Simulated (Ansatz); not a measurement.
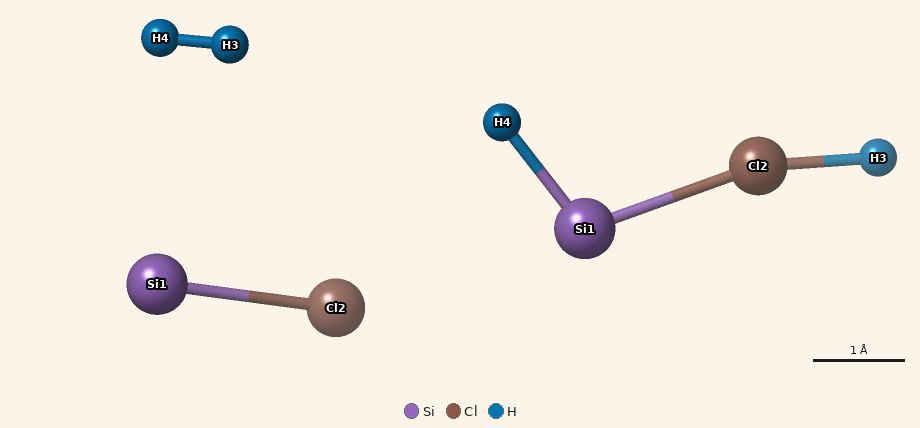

Two geometries of SiH2Cl (multiplicity 2), drawn at one scale. One is the start of a relaxation, the other its converged end. A ball-and-stick model, seen face on.

The calculation used UKS PBE-D4/def2-SVP in Ansatz 0.2.0. Set-up: force threshold 0.03 eV/Å; at most 250 steps.

**Which one is relaxed?**

The left one is the relaxed one. It is one of the separated reactants of a reaction. Over 36 accepted moves (43 points after the start) the energy falls by 2.830 eV. The largest force component goes from 5.2 to 0.018 eV/Å. The line search rejected the trial steps at points 7, 11, 13, 16, 22, 24, 32 of the run. The forces were under the threshold at step 12, but the run went on from there. The atom that moves furthest after the best rigid fit is H3 (2.47 Å). Largest moves by element: H 2.47 Å, Cl 1.67 Å, Si 0.71 Å. Among the contacts that change: H3–H4 4.196 → 0.771 Å, Cl2–H3 1.330 → 3.232 Å, Si1–H4 1.487 → 2.715 Å, Si1–Cl2 2.053 → 2.110 Å. New bonds form, among them: H3–H4 (4.20 → 0.77 Å). Bonds break, among them: Cl2–H3 (1.33 → 3.23 Å), Si1–H4 (1.49 → 2.71 Å).
